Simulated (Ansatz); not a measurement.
System Li2Al3H9 (space group P4/mmm, No. 123); source of the atomic positions: the geometry relaxed with DFT PBE, scalar-relativistic, plane waves, PAW in Ansatz; the starting structure was generated, so it need not be a known form of this composition.

```xyz
14
Lattice="3.6650 0.0000 0.0000 0.0000 3.6650 0.0000 0.0000 0.0000 11.0157" Properties=species:S:1:pos:R:3 pbc="T T T"
Li    1.8325    1.8325    8.6952
Li    1.8325    1.8325    2.3205
Al    0.0000    0.0000    7.2787
Al    0.0000    0.0000    0.0000
Al    0.0000    0.0000    3.7370
H     1.8325    0.0000    7.4992
H     1.8325    0.0000    0.0000
H     1.8325    0.0000    3.5164
H     0.0000    1.8325    7.4992
H     0.0000    1.8325    0.0000
H     0.0000    1.8325    3.5164
H     0.0000    0.0000    9.2139
H     0.0000    0.0000    1.8017
H     0.0000    0.0000    5.5078
```

Describe how the polyhedra about Al are linked (bonds: Al–H below 2.2 Å).

Al(1a): AlH6 octahedron, sharing corners with six neighbours; Al(2g): AlH6 octahedron, sharing corners with six neighbours.

They form a three-dimensional framework of corner-sharing octahedra.

Centre to centre across a shared corner: 3.54 to 3.74 Å.

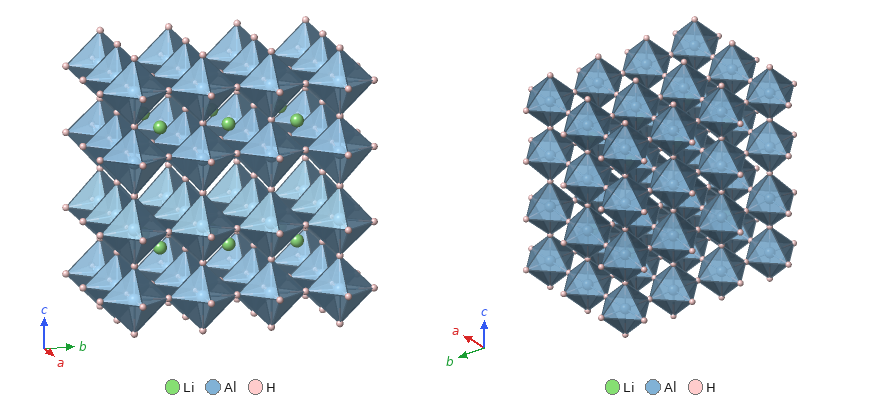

Polyhedra are drawn about Al (bonds: Al–H below 2.2 Å); other atoms are plain spheres. Two views of the same piece.
